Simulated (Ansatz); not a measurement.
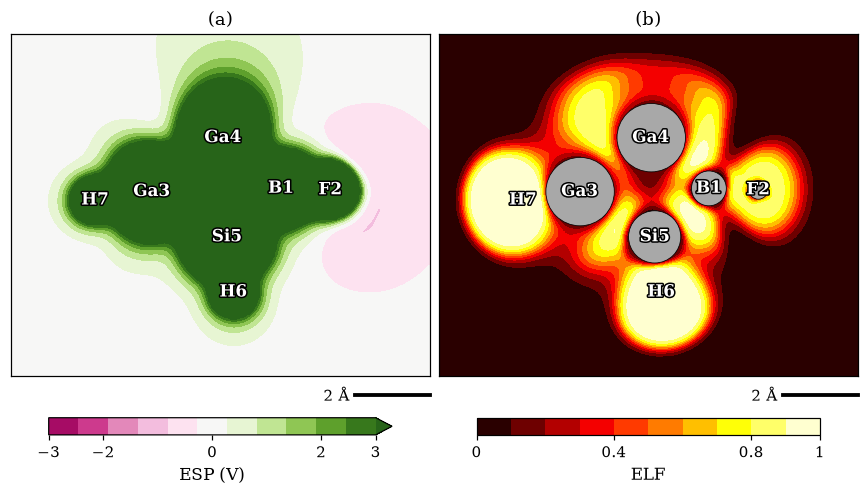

Figure 1: BFGa₂H₂Si. (a) molecular electrostatic potential; (b) ELF on the molecular plane. Grey discs cover the atomic cores in the ELF map.

Geometry: PBE0-D3(BJ)/pcseg-1.

Method: isolated molecule in a Gaussian basis; Kohn-Sham density functional theory, functional PBE0 in Ansatz.

```xyz
7

B    -2.3160   -1.9033   -0.5434
F    -3.3644   -2.6829   -0.7611
Ga    0.5186    0.0138   -0.0927
Ga   -1.7862   -0.2124    0.5015
Si   -0.4537   -1.8480   -1.1168
H     0.1849   -2.8325   -2.0361
H     1.8734    0.7500   -0.0081
```

Describe what can be read from this map.

Atoms in the plane: B, F, Ga, Si and H. B–F (1.32 Å): the ELF peaks at about 0.85 between the atoms (a polar covalent bond). Si–B (1.95 Å): the ELF peaks at about 0.95 between the atoms (a shared electron pair). Ga–B (2.06 Å): the ELF peaks at about 0.85 in the valence shell of B, 0.8 Å from its nucleus, and is about 0.55 at the midpoint. Ga–Si (2.34 Å): the ELF peaks at about 0.85 between the atoms, as expected for a shared electron pair. Ga–Ga (2.39 Å): the ELF reaches about 0.55 near the midpoint. The ELF also peaks beside F2, away from the bonds: lone-pair regions. Outside the dense part of the molecule the potential is most negative (−0.8 V) near F2.
